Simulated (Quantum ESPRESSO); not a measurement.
# Voltage at the next charge: Zr(0001), 4 layers against an electrode

Method. Quantum ESPRESSO 7.5, PBE, GBRV ultrasoft; ESM with bc3, a metal electrode 7.02 Å above the top atoms; cell area 9.035 Å²; ions fixed. V is the potential energy of an electron at the electrode over the slab's Fermi level, divided by e, so that it equals the work function at zero charge; positive charge removes electrons.

```tsv
charge (e a cell)	V (V)
0	4.162
0.0136	5.434
0.0271	6.725
```

One more run was made and is withheld. What is V at a charge of 0.0542 e, and what capacitance do the rows imply?

**Worked estimate.** The last two rows give dV/dq = (6.725 − 5.434)/(0.0271 − 0.0136) = 95.6 V/e, so C = 1602/(9.035 × 95.6) = 1.85 µF/cm², an effective gap of 8.854/1.85 = 4.77 Å. At constant C, V = 6.725 + 95.6 × 0.0271 = 9.32 V.

**Check.** V = 9.382 V; the estimate misses by −0.07 V, 2.5 % of the step. Over the three intervals C goes 1.90, 1.85 and 1.81 µF/cm²: it falls as electrons leave, the surface charge drawing back towards the atoms.

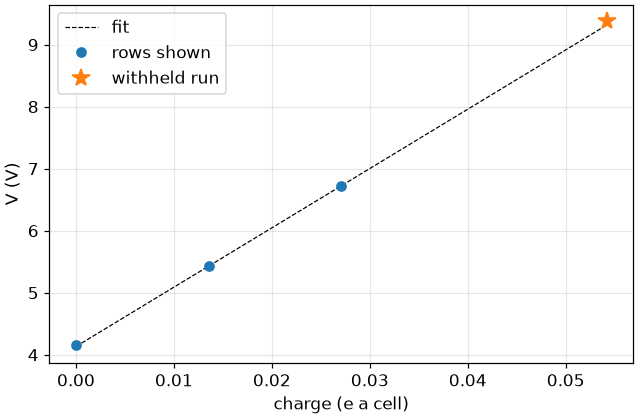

The rows shown, the fit and the withheld run.

**Limits.** Vacuum fills the gap; a dielectric or electrolyte would change C. The slab is thin.

[Logs are printed without paths, hosts, clocks, repeated set-up lines and the standing remarks that a program may print on its own settings, such as how far it seeks lower states.]
